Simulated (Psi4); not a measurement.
**BP86/cc-pVTZ-F12 (density fitting, sweep point 2) run of [BH2F2]− (SMILES F[BH2-]F)**

What is the energy change on altering one bond length of [BH2F2]− at BP86/cc-pVTZ-F12 (density fitting, sweep point 2)? 

The results are computed with Psi4 1.11.

### Step 1. The system as given

The species is [BH2F2]− (5 atoms), meant as a singlet with charge -1. As SMILES, `F[BH2-]F`. The shape is that of a GFN2-xTB optimisation.

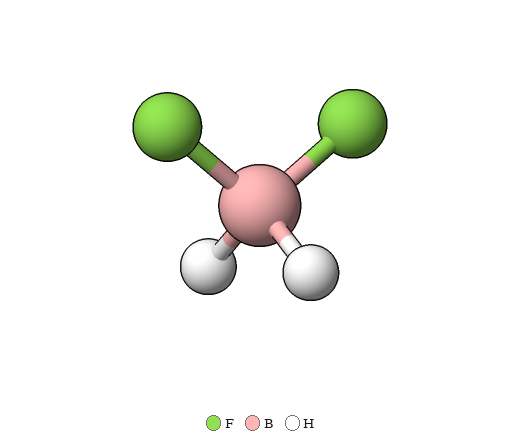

The structure, seen from a chosen angle (fluorine green, boron pink, hydrogen white).

### Step 2. The energy at BP86/cc-pVTZ-F12 (density fitting, sweep point 2)

Input file job.inp:

```
memory 1600 mb

molecule molecule1 {
  -1 1
  F     -1.176970     0.624500     0.383180
  B      0.033530     0.014270    -0.056090
  F      0.407580    -0.947330     0.926670
  H     -0.171950    -0.560090    -1.118950
  H      0.907810     0.868650    -0.134810
  symmetry c1
}

set {
  basis cc-pVTZ-F12
  puream true
  scf_type df
  dft_radial_points 99
  dft_spherical_points 590
}

energy_value, wavefunction = energy("bp86", return_wfn=True)
```

On the command line:

```bash
$ psi4 -i job.inp -o job.out -n 1
```

job.out:

```text
[...]
  Running in c1 symmetry.
[...]
  Nuclear repulsion =   65.473347089984955
[...]
  Multiplicity = 1
[...]
  Nalpha       = 13
  Nbeta        = 13
[...]
    Number of basis functions: 195
[...]
   @DF-RKS iter   1:  -225.73191859575763   -4.25430e-01   3.77097e-03 ADIIS/DIIS
[...]
   @DF-RKS iter   9:  -225.98226033748091   -1.02887e-07   1.98134e-07 DIIS
[...]
    Orbital Energies [Eh]
    ---------------------
    Doubly Occupied:
       1A    -24.004636     2A    -24.004602     3A     -6.306486
       4A     -0.839211     5A     -0.811527     6A     -0.254128
       7A     -0.182727     8A     -0.167527     9A     -0.165205
      10A     -0.102354    11A     -0.087010    12A     -0.078214
      13A     -0.006088
[...]
  @DF-RKS Final Energy:  -225.98226033748091
   => Energetics <=
    Nuclear Repulsion Energy =             65.4733470899849550
    One-Electron Energy =                -450.2789730459472821
    Two-Electron Energy =                 184.8351962262995585
    DFT Exchange-Correlation Energy =     -26.0118306078181227
    Empirical Dispersion Energy =           0.0000000000000000
    VV10 Nonlocal Energy =                  0.0000000000000000
    Total Energy =                       -225.9822603374809091
[...]
 Multipole Moments:
 ------------------------------------------------------------------------------------
     Multipole            Electronic (a.u.)      Nuclear  (a.u.)        Total (a.u.)
 ------------------------------------------------------------------------------------
 L = 1.  Multiply by 2.5417464519 to convert [e a0] to [Debye]
 Dipole X            :         -1.4085183            1.1281114           -0.2804069
 Dipole Y            :         -0.5900342            0.4730045           -0.1170297
 Dipole Z            :          2.4023779           -1.9222466            0.4801314
 Magnitude           :                                                    0.5681990
[...]
```

Wall time 14 s (1 thread of Intel Xeon 6975P-C (Granite Rapids), shared host); peak memory 1 GiB.

### Step 3. The distorted shape, same level

Input file calc.inp:

```
memory 1600 MB

molecule {
  -1 1
  F     -1.012578     1.084011     1.233511
  B      0.197922     0.473781     0.794241
  F      0.571972    -0.487819     1.777001
  H     -0.171950    -0.560090    -1.118950
  H      1.072202     1.328161     0.715521
  symmetry c1
}

set basis cc-pVTZ-F12
set puream true
set scf_type df
set dft_radial_points 99
set dft_spherical_points 590

result, w = energy("bp86", return_wfn=True)
```

On the command line:

```bash
$ psi4 -n 1 calc.inp calc.out
```

calc.out:

```text
[...]
  Running in c1 symmetry.
[...]
  Nuclear repulsion =   63.213692787616168
[...]
  Multiplicity = 1
[...]
  Nalpha       = 13
  Nbeta        = 13
[...]
    Number of basis functions: 195
[...]
   @DF-RKS iter   1:  -225.68745079883553   -4.89872e-01   3.60153e-03 ADIIS/DIIS
[...]
   @DF-RKS iter   9:  -225.91751496101404   -2.74922e-08   3.76113e-07 DIIS
[...]
    Orbital Energies [Eh]
    ---------------------
    Doubly Occupied:
       1A    -24.059029     2A    -24.058958     3A     -6.406987
       4A     -0.890184     5A     -0.862121     6A     -0.296650
       7A     -0.233398     8A     -0.215580     9A     -0.191681
      10A     -0.150406    11A     -0.133470    12A     -0.105953
      13A      0.001015
[...]
  @DF-RKS Final Energy:  -225.91751496101404
   => Energetics <=
    Nuclear Repulsion Energy =             63.2136927876161678
    One-Electron Energy =                -444.5580711493847730
    Two-Electron Energy =                 181.2693079320860932
    DFT Exchange-Correlation Energy =     -25.8424445313315374
    Empirical Dispersion Energy =           0.0000000000000000
    VV10 Nonlocal Energy =                  0.0000000000000000
    Total Energy =                       -225.9175149610140352
[...]
 Multipole Moments:
 ------------------------------------------------------------------------------------
     Multipole            Electronic (a.u.)      Nuclear  (a.u.)        Total (a.u.)
 ------------------------------------------------------------------------------------
 L = 1.  Multiply by 2.5417464519 to convert [e a0] to [Debye]
 Dipole X            :         -0.9672298            0.9708640            0.0036342
 Dipole Y            :          0.6426837            0.0334641            0.6761478
 Dipole Z            :          4.6820413           -2.7356216            1.9464197
 Magnitude           :                                                    2.0605190
[...]
```

Run time: 14 s. Hardware: 1 thread of Intel Xeon 6975P-C (Granite Rapids), shared host; peak memory 0.96 GiB.

### Step 4. What came out

At BP86/cc-pVTZ-F12 (density fitting, sweep point 2):

| quantity | value |
| --- | --- |
| first shape: total energy | -225.98226 Eh |
| first shape: HOMO energy | -0.17 eV |
| first shape: LUMO energy | 3.56 eV |
| first shape: HOMO–LUMO gap (to an unbound level, set by the basis) | 3.73 eV |
| distorted shape: total energy | -225.91751 Eh |
| distorted shape: HOMO energy | 0.03 eV |
| distorted shape: LUMO energy | 3.42 eV |
| distorted shape: HOMO–LUMO gap (to an unbound level, set by the basis) | 3.40 eV |
| energy change with the B2–H4 bond stretched from 1.225 to 2.206 Å | 1.762 eV |

In words: With the B2–H4 bond stretched from 1.225 to 2.206 Å the energy rises by 1.76 eV (170 kJ/mol). The first shape isn't relaxed at this level, so the change isn't measured from a minimum. The HOMO (distorted shape) lies at positive energy, 0.03 eV, as semi-local functionals often give for anions; only total energies tell whether the electron is bound.
